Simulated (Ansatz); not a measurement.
# BH− (quartet): correlated methods under varied settings at distance B1–H2 = 1.206 Å

What do other methods and options give for BH− (quartet) at this geometry, and how long do they take?

Program: Ansatz 0.2.0, Gaussian basis. Level of theory: the settings change from run to run. These are calculated values, not measurements.

17 further runs of the same task are left out: 11 that didn't finish, 6 set aside as unsound or not needed.

### 1 The system

The geometry derives from a PBE0/def2-TZVPD stationary point (not a proven minimum). One bond is set to the value named and the two fragments are kept rigid.

2 atoms, charge -1, spin multiplicity 4.

Atoms are counted from 1 here; the program's logs count them from 0.

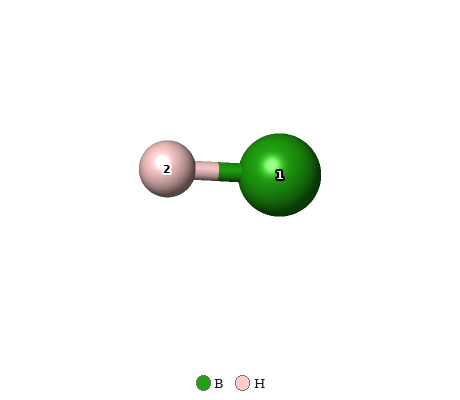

The structure; boron green, hydrogen pink; atoms are numbered from 1 in the order of the file.

### 2 BCCD(T) on UHF/pcseg-2

Input file in.yaml:

```yaml
crystal:
  periodic: [false, false, false]
  atoms:
    - {symbol: B, position_ang: [0.000000, 0.000000, 0.000000]}
    - {symbol: H, position_ang: [0.000000, 0.000000, 1.205800]}
basis:
  gaussian: {orbitals: pcseg-2}
total_charge: -1
magnetization: {spin_polarized: true, initial_magnetization: 3}
correlation: {method: bccd_t, electrons: outside_noble_gas}
```

Launch:

```sh
$ ansatz run in.yaml --threads 1 --pin off --events-out ev --progress --plain --max-ram 2393MiB
```

The log of the run (excerpt; [...] marks lines left out):

```text
Functional definition: HF
  name "HF"
  cite "Fock, Z. Phys. 61, 126 (1930) doi:10.1007/BF01340294"
  parent pbe
[...]
257 factors; integrals over basis functions are off by at most 1.3e-3 eV
[...]
mean field -683.30645470 eV, -25.1110490485 hartree, gradient 1.7e-6 eV, S^2 3.753669; 0 other end points of the search recorded, 0 dependent functions left out
1 core orbitals not correlated: weight in the atoms' cores, before any rotation towards them, 1.000 or more for the frozen orbitals, at most 0.000 for the correlated occupied ones
reference -683.30645470 eV, -25.1110490485 hartree; 4, 1 occupied and 39, 42 virtual orbitals, 257 factors
second order -1.74000837 eV of doubles, -0.00000000 eV of singles
cycle   1  -2.01441222 eV  change   -2.7e-1 eV  update   4.2e-2
[...]
cycle  10  -2.12024131 eV  change   -3.4e-7 eV  update   2.9e-6
perturbative correction -0.06046634 eV, -0.0022220971 hartree
Total energy: -685.48716235 eV, -25.1911885766 hartree
```

Run time: 2.5 s. Hardware: 1 thread of AMD EPYC, shared host.

From the report: ⟨S²⟩ of the determinant 3.754 (pure quartet: 3.75); correlation -2.1807 eV; largest double amplitude 0.07.

### 3 MP2 on UHF/aug-cc-pVDZ

Input file in.yaml:

```yaml
crystal:
  periodic: [false, false, false]
  atoms:
    - {symbol: B, position_ang: [0.000000, 0.000000, 0.000000]}
    - {symbol: H, position_ang: [0.000000, 0.000000, 1.205800]}
basis:
  gaussian: {orbitals: aug-cc-pVDZ}
total_charge: -1
magnetization: {spin_polarized: true, initial_magnetization: 3}
correlation: {method: mp2, electrons: outside_noble_gas}
```

Same command.

The log of the run:

```text
Functional definition: HF
  name "HF"
  cite "Fock, Z. Phys. 61, 126 (1930) doi:10.1007/BF01340294"
  parent pbe
  exchange = exact_x
  correlation = 0
315 factors; integrals over basis functions are off by at most 3.6e-4 eV
mean field evaluation 1: about -681.0261 eV, gradient 1.0e1 eV
mean field evaluation 2: about -681.0279 eV, gradient 1.0e1 eV
mean field evaluation 4: about -683.0888 eV, gradient 2.5e0 eV
mean field evaluation 8: about -683.3122 eV, gradient 1.3e-1 eV
mean field evaluation 16: about -682.1104 eV, gradient 4.9e0 eV
mean field -683.31261636 eV, -25.1112754851 hartree, gradient 1.2e-6 eV, S^2 3.752986; 2 other end points of the search recorded, 0 dependent functions left out
1 core orbitals not correlated: weight in the atoms' cores, before any rotation towards them, 1.000 or more for the frozen orbitals, at most 0.000 for the correlated occupied ones
reference -683.31261636 eV, -25.1112754851 hartree; 4, 1 occupied and 27, 30 virtual orbitals, 315 factors
second order -1.60337019 eV of doubles, -0.00000000 eV of singles
Total energy: -684.91598655 eV, -25.1701982529 hartree
```

It took 0.42 s on 1 thread of AMD EPYC, shared host.

From the report: ⟨S²⟩ of the determinant 3.753 (pure quartet: 3.75).

### 4 BCCD(T) on UHF/aug-cc-pVDZ

in.yaml: that of step 3 with these lines changed.

```diff
@@ -9,2 +9,3 @@
 magnetization: {spin_polarized: true, initial_magnetization: 3}
-correlation: {method: mp2, electrons: outside_noble_gas}
+correlation: {method: bccd_t, electrons: outside_noble_gas}
+output: {forces: true}
```

The command is unchanged.

The log of the run (excerpt; [...] marks lines left out):

```text
Functional definition: HF
  name "HF"
  cite "Fock, Z. Phys. 61, 126 (1930) doi:10.1007/BF01340294"
  parent pbe
[...]
315 factors; integrals over basis functions are off by at most 3.6e-4 eV
[...]
mean field -683.31261636 eV, -25.1112754851 hartree, gradient 1.2e-6 eV, S^2 3.752986; 3 other end points of the search recorded, 0 dependent functions left out
determinant -683.31261636 eV, -25.1112754851 hartree, with singles and doubles -685.35209906 eV, -25.1862250920 hartree
determinant -682.02034800 eV, -25.0637854989 hartree, with singles and doubles -683.62107286 eV, -25.1226110525 hartree
1 core orbitals not correlated: weight in the atoms' cores, before any rotation towards them, 1.000 or more for the frozen orbitals, at most 0.000 for the correlated occupied ones
reference -683.31261636 eV, -25.1112754851 hartree; 4, 1 occupied and 27, 30 virtual orbitals, 315 factors
second order -1.60337019 eV of doubles, -0.00000000 eV of singles
cycle   1  -2.03934570 eV  change   -9.1e-2 eV  update   2.3e-2
[...]
cycle  12  -2.04962982 eV  change   -1.1e-8 eV  update   5.1e-7
perturbative correction -0.06050675 eV, -0.0022235822 hartree
[...]
Total energy: -685.42275293 eV, -25.1888215741 hartree
Atom 0 at     0.000000     0.000000     0.000000 Å, force    -0.000000     0.000000    -0.357969 eV/Å
Atom 1 at     0.000000     0.000000     1.205800 Å, force    -0.000000    -0.000000     0.357969 eV/Å
Dipole moment:     0.000000     0.000000     0.198622 e Å
```

Wall time 3.2 s (1 thread of AMD EPYC, shared host).

From the report: ⟨S²⟩ of the determinant 3.753 (pure quartet: 3.75); correlation -2.1101 eV; largest double amplitude 0.07.

### 5 CCSD(T) on UHF/aug-cc-pVDZ

in.yaml: that of step 4 with these lines changed.

```diff
@@ -9,3 +9,2 @@
 magnetization: {spin_polarized: true, initial_magnetization: 3}
-correlation: {method: bccd_t, electrons: outside_noble_gas}
-output: {forces: true}
+correlation: {method: ccsd_t, electrons: outside_noble_gas, diis_vectors: 2}
```

Same command.

The log of the run (excerpt; [...] marks lines left out):

```text
Functional definition: HF
  name "HF"
  cite "Fock, Z. Phys. 61, 126 (1930) doi:10.1007/BF01340294"
  parent pbe
[...]
315 factors; integrals over basis functions are off by at most 3.6e-4 eV
[...]
mean field -683.31261636 eV, -25.1112754851 hartree, gradient 1.2e-6 eV, S^2 3.752986; 3 other end points of the search recorded, 0 dependent functions left out
determinant -683.31261636 eV, -25.1112754851 hartree, with singles and doubles -685.35209906 eV, -25.1862250920 hartree
determinant -682.02034800 eV, -25.0637854989 hartree, with singles and doubles -683.62107286 eV, -25.1226110525 hartree
1 core orbitals not correlated: weight in the atoms' cores, before any rotation towards them, 1.000 or more for the frozen orbitals, at most 0.000 for the correlated occupied ones
reference -683.31261636 eV, -25.1112754851 hartree; 4, 1 occupied and 27, 30 virtual orbitals, 315 factors
second order -1.60337019 eV of doubles, -0.00000000 eV of singles
cycle   1  -2.03552052 eV  change   -8.7e-2 eV  update   2.3e-2
[...]
cycle  13  -2.05311345 eV  change    2.4e-6 eV  update   2.4e-6
perturbative correction -0.05746676 eV, -0.0021118646 hartree
Total energy: -685.42319657 eV, -25.1888378773 hartree
```

Wall time 1.5 s (1 thread of AMD EPYC, shared host).

From the report: ⟨S²⟩ of the determinant 3.753 (pure quartet: 3.75); correlation -2.1106 eV; T1 0.025; largest double amplitude 0.07.

### 6 CCSD on ROHF/aug-cc-pVDZ

Input file in.yaml:

```yaml
crystal:
  periodic: [false, false, false]
  atoms:
    - {symbol: B, position_ang: [0.000000, 0.000000, 0.000000]}
    - {symbol: H, position_ang: [0.000000, 0.000000, 1.205800]}
basis:
  gaussian: {orbitals: aug-cc-pVDZ}
total_charge: -1
magnetization: {spin_polarized: false, initial_magnetization: 3}
correlation: {method: ccsd, electrons: outside_noble_gas}
accuracy: high
```

Same command.

The log of the run (excerpt; [...] marks lines left out):

```text
Functional definition: HF
  name "HF"
  cite "Fock, Z. Phys. 61, 126 (1930) doi:10.1007/BF01340294"
  parent pbe
[...]
536 factors; integrals over basis functions are off by at most 2.1e-9 eV
[...]
mean field -683.29065749 eV, -25.1104685116 hartree, gradient 5.3e-8 eV, S^2 3.750000; 8 other end points of the search recorded, 0 dependent functions left out
[...]
determinant -683.29065749 eV, -25.1104685116 hartree, with singles and doubles -685.35600282 eV, -25.1863685527 hartree
determinant -681.99058386 eV, -25.0626916870 hartree, with singles and doubles -683.63564311 eV, -25.1231464995 hartree
determinant -681.63947728 eV, -25.0497887582 hartree, with singles and doubles -683.31001466 eV, -25.1111798746 hartree
determinant -681.41107893 eV, -25.0413952737 hartree, with singles and doubles -683.02854482 eV, -25.1008360488 hartree
determinant -679.91381418 eV, -24.9863718091 hartree, with singles and doubles -681.60630579 eV, -25.0485697283 hartree
1 core orbitals not correlated: weight in the atoms' cores, before any rotation towards them, 1.000 or more for the frozen orbitals, at most 0.000 for the correlated occupied ones
reference -683.29065749 eV, -25.1104685116 hartree; 4, 1 occupied and 27, 30 virtual orbitals, 536 factors
second order -1.61313613 eV of doubles, -0.01331307 eV of singles
cycle   1  -2.06193026 eV  change   -8.4e-2 eV  update   1.9e-2
[...]
cycle  23  -2.07517739 eV  change   5.2e-11 eV  update  1.5e-10
Total energy: -685.36583487 eV, -25.1867298739 hartree
```

Run time: 2.7 s. Hardware: 1 thread of AMD EPYC, shared host.

From the report: correlation -2.0752 eV; T1 0.025; largest double amplitude 0.07.

### 7 CCSDT(Q)/B on UHF/cc-pVDZ

Input file in.yaml:

```yaml
crystal:
  periodic: [false, false, false]
  atoms:
    - {symbol: B, position_ang: [0.000000, 0.000000, 0.000000]}
    - {symbol: H, position_ang: [0.000000, 0.000000, 1.205800]}
basis:
  gaussian: {orbitals: cc-pVDZ}
total_charge: -1
magnetization: {spin_polarized: true, initial_magnetization: 3}
correlation: {method: ccsdt_q_b, electrons: valence}
```

Launched as before.

The log of the run (excerpt; [...] marks lines left out):

```text
Functional definition: HF
  name "HF"
  cite "Fock, Z. Phys. 61, 126 (1930) doi:10.1007/BF01340294"
  parent pbe
[...]
316 factors; integrals over basis functions are off by at most 2.4e-7 eV
[...]
mean field -682.93583908 eV, -25.0974291755 hartree, gradient 2.8e-6 eV, S^2 3.754743; 0 other end points of the search recorded, 0 dependent functions left out
1 core orbitals not correlated: weight in the atoms' cores, before any rotation towards them, 1.000 or more for the frozen orbitals, at most 0.000 for the correlated occupied ones
reference -682.93583908 eV, -25.0974291755 hartree; 4, 1 occupied and 14, 17 virtual orbitals, 316 factors
second order -1.41822746 eV of doubles, -0.00000000 eV of singles
cycle   1  -1.71101147 eV  change   -2.9e-1 eV  update   4.2e-2
[...]
cycle  12  -1.86018190 eV  change    3.6e-8 eV  update   3.5e-7
perturbative correction -0.00088565 eV, -0.0000325471 hartree
Total energy: -684.79690662 eV, -25.1658221463 hartree
```

Wall time 2.9 s (1 thread of AMD EPYC, shared host).

From the report: ⟨S²⟩ of the determinant 3.755 (pure quartet: 3.75); correlation -1.8611 eV; T1 0.017; largest double amplitude 0.05.

### 8 CCSDT(Q)/B/aug-cc-pVDZ

Input file in.yaml:

```yaml
crystal:
  periodic: [false, false, false]
  atoms:
    - {symbol: B, position_ang: [0.000000, 0.000000, 0.000000]}
    - {symbol: H, position_ang: [0.000000, 0.000000, 1.205800]}
basis:
  gaussian: {orbitals: aug-cc-pVDZ}
total_charge: -1
magnetization: {spin_polarized: false, initial_magnetization: 3}
hamiltonian: {xc: {name: PBE0}}
correlation: {method: ccsdt_q_b, electrons: outside_noble_gas, diis_vectors: 2}
```

The command is unchanged.

The log of the run (excerpt; [...] marks lines left out):

```text
Functional definition: PBE0
  name "PBE0"
  cite "Adamo & Barone, J. Chem. Phys. 110, 6158 (1999) doi:10.1063/1.478522"
  cite "Perdew, Burke & Ernzerhof, Phys. Rev. Lett. 77, 3865 (1996) doi:10.1103/PhysRevLett.77.3865"
  parent pbe
[...]
503 factors; integrals over basis functions are off by at most 2.1e-7 eV
[...]
mean field -686.66600856 eV, -25.2345103755 hartree, gradient 1.9e-6 eV, S^2 3.750000; 2 other end points of the search recorded, 0 dependent functions left out
1 core orbitals not correlated: weight in the atoms' cores, before any rotation towards them, 1.000 or more for the frozen orbitals, at most 0.000 for the correlated occupied ones
reference -683.18017084 eV, -25.1064082021 hartree; 4, 1 occupied and 27, 30 virtual orbitals, 503 factors
second order -1.70672672 eV of doubles, -0.06441654 eV of singles
cycle   1  -2.07521549 eV  change   -3.0e-1 eV  update   4.8e-2
[...]
cycle  19  -2.24829245 eV  change   -2.0e-7 eV  update   3.6e-7
perturbative correction -0.00255386 eV, -0.0000938525 hartree
Total energy: -685.43101714 eV, -25.1891252780 hartree
```

It took 8 s on 1 thread of AMD EPYC, shared host.

From the report: correlation -2.2508 eV; T1 0.017; largest double amplitude 0.09. The orbitals are Kohn-Sham ones, so correlation energy and T1 don't compare with those on Hartree-Fock orbitals.

### 9 CCSDT(Q) on ROHF/6-31G*

Input file in.yaml:

```yaml
crystal:
  periodic: [false, false, false]
  atoms:
    - {symbol: B, position_ang: [0.000000, 0.000000, 0.000000]}
    - {symbol: H, position_ang: [0.000000, 0.000000, 1.205800]}
basis:
  gaussian: {orbitals: "6-31G*"}
total_charge: -1
magnetization: {spin_polarized: false, initial_magnetization: 3}
hamiltonian: {pseudopotentials: {relativity: scalar}}
correlation: {method: ccsdt_q, electrons: valence, diis_vectors: 4}
output: {forces: true}
```

Same command.

The log of the run:

```text
Functional definition: HF
  name "HF"
  cite "Fock, Z. Phys. 61, 126 (1930) doi:10.1007/BF01340294"
  parent pbe
  exchange = exact_x
  correlation = 0
272 factors; integrals over basis functions are off by at most 4.7e-8 eV
mean field evaluation 1: about -680.4554 eV, gradient 1.1e1 eV
mean field evaluation 2: about -680.4597 eV, gradient 1.1e1 eV
mean field evaluation 4: about -682.3209 eV, gradient 1.6e0 eV
mean field evaluation 8: about -682.3720 eV, gradient 3.0e-4 eV
mean field evaluation 16: about -682.3717 eV, gradient 2.6e-1 eV
mean field -682.37202421 eV, -25.0767093614 hartree, gradient 8.4e-6 eV, S^2 3.750000; 1 other end points of the search recorded, 0 dependent functions left out
mean field evaluation 32: about -680.9049 eV, gradient 8.5e0 eV
1 core orbitals not correlated: weight in the atoms' cores, before any rotation towards them, 1.000 or more for the frozen orbitals, at most 0.000 for the correlated occupied ones
reference -682.37202421 eV, -25.0767093614 hartree; 4, 1 occupied and 12, 15 virtual orbitals, 272 factors
second order -1.12900633 eV of doubles, -0.02398217 eV of singles
cycle   1  -1.38573594 eV  change   -2.3e-1 eV  update   3.9e-2
cycle   2  -1.50100688 eV  change   -1.2e-1 eV  update   1.6e-2
cycle   3  -1.51373387 eV  change   -1.3e-2 eV  update   6.1e-3
cycle   4  -1.51430543 eV  change   -5.7e-4 eV  update   2.1e-3
cycle   5  -1.51381223 eV  change    4.9e-4 eV  update   7.4e-4
cycle   6  -1.51399826 eV  change   -1.9e-4 eV  update   1.9e-4
cycle   7  -1.51417830 eV  change   -1.8e-4 eV  update   7.8e-5
cycle   8  -1.51415283 eV  change    2.5e-5 eV  update   2.9e-5
cycle   9  -1.51411079 eV  change    4.2e-5 eV  update   1.5e-5
cycle  10  -1.51410615 eV  change    4.6e-6 eV  update   3.8e-6
cycle  11  -1.51410829 eV  change   -2.1e-6 eV  update   1.4e-6
cycle  12  -1.51410969 eV  change   -1.4e-6 eV  update   4.9e-7
cycle  13  -1.51410976 eV  change   -6.6e-8 eV  update   1.7e-7
perturbative correction -0.00008737 eV, -0.0000032106 hartree
the calculation of the forces begins
Total energy: -683.88622133 eV, -25.1323550792 hartree
Relativity: scalar
Atom 0 at     0.000000     0.000000     0.000000 Å, force    -0.000000     0.000000    -0.210482 eV/Å
Atom 1 at     0.000000     0.000000     1.205800 Å, force    -0.000000     0.000000     0.210482 eV/Å
Dipole moment:     0.000000     0.000000     0.117153 e Å
```

Wall time 7 s (1 thread of AMD EPYC, shared host).

From the report: correlation -1.5142 eV; T1 0.018; largest double amplitude 0.04.

### 10 CCSDT(Q) on UHF/aug-cc-pVDZ

Input file in.yaml:

```yaml
crystal:
  periodic: [false, false, false]
  atoms:
    - {symbol: B, position_ang: [0.000000, 0.000000, 0.000000]}
    - {symbol: H, position_ang: [0.000000, 0.000000, 1.205800]}
basis:
  gaussian: {orbitals: aug-cc-pVDZ}
total_charge: -1
magnetization: {spin_polarized: true, initial_magnetization: 3}
correlation: {method: ccsdt_q, electrons: all}
output: {forces: true}
```

Launched as before.

The log of the run (excerpt; [...] marks lines left out):

```text
Functional definition: HF
  name "HF"
  cite "Fock, Z. Phys. 61, 126 (1930) doi:10.1007/BF01340294"
  parent pbe
[...]
503 factors; integrals over basis functions are off by at most 2.1e-7 eV
[...]
mean field -683.31261700 eV, -25.1112755088 hartree, gradient 1.1e-6 eV, S^2 3.752986; 3 other end points of the search recorded, 0 dependent functions left out
determinant -683.31261700 eV, -25.1112755088 hartree, with singles and doubles -685.38969083 eV, -25.1876065641 hartree
determinant -682.02035076 eV, -25.0637856006 hartree, with singles and doubles -683.65633230 eV, -25.1239068131 hartree
reference -683.31261700 eV, -25.1112755088 hartree; 5, 2 occupied and 27, 30 virtual orbitals, 503 factors
second order -1.64250191 eV of doubles, -0.00000000 eV of singles
cycle   1  -1.95829617 eV  change   -3.2e-1 eV  update   5.4e-2
[...]
cycle  15  -2.16731362 eV  change    1.7e-7 eV  update   4.0e-7
perturbative correction -0.00243440 eV, -0.0000894626 hartree
[...]
Total energy: -685.48236502 eV, -25.1910122778 hartree
Atom 0 at     0.000000     0.000000     0.000000 Å, force    -0.000000    -0.000000    -0.353291 eV/Å
Atom 1 at     0.000000     0.000000     1.205800 Å, force     0.000000     0.000000     0.353291 eV/Å
Dipole moment:     0.000000     0.000000     0.199570 e Å
```

Wall time 76 s (1 thread of AMD EPYC, shared host); peak memory 0.48 GiB.

From the report: ⟨S²⟩ of the determinant 3.753 (pure quartet: 3.75); correlation -2.1697 eV; T1 0.023; largest double amplitude 0.09.

### 11 The runs in one table

Where basis and cores are those of an earlier FCI/aug-cc-pVDZ run (-685.4441 eV), and the state is the same kind, the miss against it is given.

```csv
level,correlated,functions,energy (eV),from FCI (meV),time
BCCD(T) on UHF/pcseg-2,outside noble gas,44,-685.4872,,2.5 s
MP2 on UHF/aug-cc-pVDZ,outside noble gas,32,-684.9160,528.1,0.42 s
BCCD(T) on UHF/aug-cc-pVDZ,outside noble gas,32,-685.4228,21.4,3.2 s
CCSD(T) on UHF/aug-cc-pVDZ,outside noble gas,32,-685.4232,20.9,1.5 s
CCSD on ROHF/aug-cc-pVDZ,outside noble gas,32,-685.3658,78.3,2.7 s
CCSDT(Q)/B on UHF/cc-pVDZ,valence,19,-684.7969,,2.9 s
CCSDT(Q)/B/aug-cc-pVDZ (on PBE0 orbitals),outside noble gas,32,-685.4310,13.1,8 s
CCSDT(Q) on ROHF/6-31G* (relativity set),valence,17,-683.8862,,7 s
CCSDT(Q) on UHF/aug-cc-pVDZ,all,32,-685.4824,,76 s
```

### 12 Results

| quantity | value |
| --- | --- |
| runs | 9 |
| quickest | MP2 on UHF/aug-cc-pVDZ, 0.42 s |
| slowest | CCSDT(Q) on UHF/aug-cc-pVDZ, 76 s |

In words: Total energies in different bases, with other cores or another treatment of relativity can't be set against each other. CCSDT(Q) on UHF/aug-cc-pVDZ took 181 times as long as MP2 on UHF/aug-cc-pVDZ; the jobs differ in more than the method. Among the correlated runs with a miss given, it spans +13 to +528 meV. Cores frozen from Kohn-Sham orbitals shift the total energy.
